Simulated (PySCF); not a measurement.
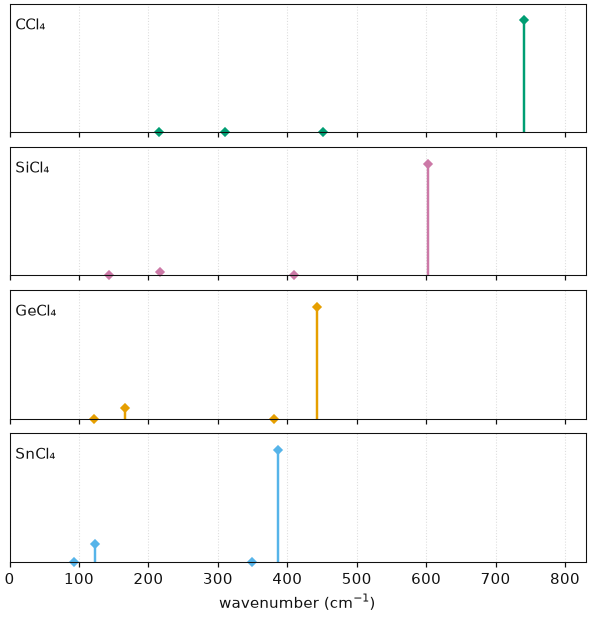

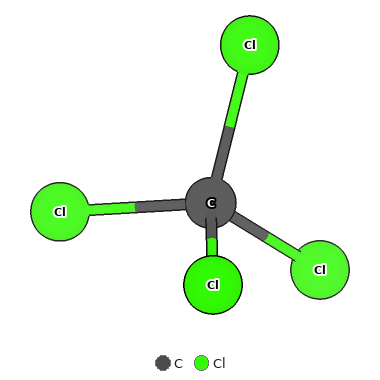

Harmonic infrared lines of CCl₄, SiCl₄, GeCl₄ and SnCl₄, all Td singlets, each the lowest point that its search found (CCl₄ is drawn); the central atom changes down one group of the periodic table. B3LYP/def2-TZVP (core potentials past Kr), PySCF, unscaled, no spin-orbit coupling; each panel is scaled to its strongest line, degenerate modes are one line with their intensities summed, and dots on the axis are modes too weak to show or inactive.

Question: How do the bond length and the stretches change along the series?

Answer: Mean bond length: CCl₄ 1.781, SiCl₄ 2.036, GeCl₄ 2.138, SnCl₄ 2.314 Å, rising down the group. Highest t2 mode: CCl₄ 741, SiCl₄ 603, GeCl₄ 443, SnCl₄ 387 cm⁻¹, falling down the group.

Caveats, for all or some of the runs: no scalar relativity.
